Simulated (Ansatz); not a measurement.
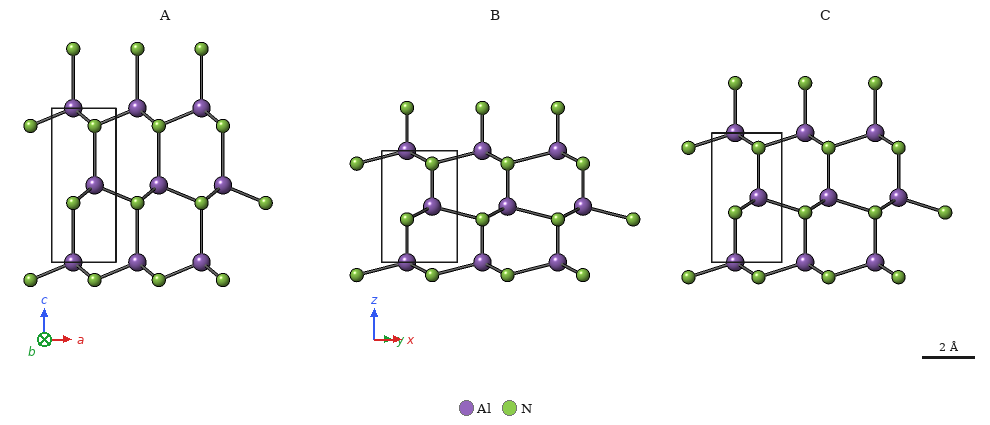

Energy scan for crystalline AlN (P6_3mc), in which the ratio of the cell's length along z to its lengths across, counted as 1 for the reference, is changed at fixed volume (a c/a path), with the atoms kept at their fractional coordinates. x, y and z are the Cartesian axes of the input. Style: ball-and-stick. Shown: the cell of the calculation, repeated 3 × 3 × 1 with one cell outlined, along the b axis.

All numbers below come from DFT PBE, scalar-relativistic, plane waves, PAW (Ansatz 0.2.0). Settings: plane-wave cutoff 420 eV; k-point mesh 12 × 12 × 6; occupations gaussian; smearing width 0.05 eV; no spin polarisation. Energies (free energies at the smearing named) are counted from the cell as listed in its source, which wasn't relaxed.

**Rank the frames from lowest to highest energy.**

Lowest first: C (the relative ratio 1.00, 0 meV/atom), B (the relative ratio 0.80, 435 meV/atom), A (the relative ratio 1.30, 557 meV/atom). Over the whole scan: the lowest computed point lies at the relative ratio 1.00 (0 meV/atom). The end points stand at 435 meV/atom (0.80) and 557 meV/atom (1.30). The unrelaxed reference is under a pressure of 4.0 GPa. The distortion keeps the space group P6_3mc. At the relative ratio 1.30 the cell of the drawing goes a 3.111 → 2.850 Å, b 3.111 → 2.850 Å, c 4.978 → 5.929 Å.
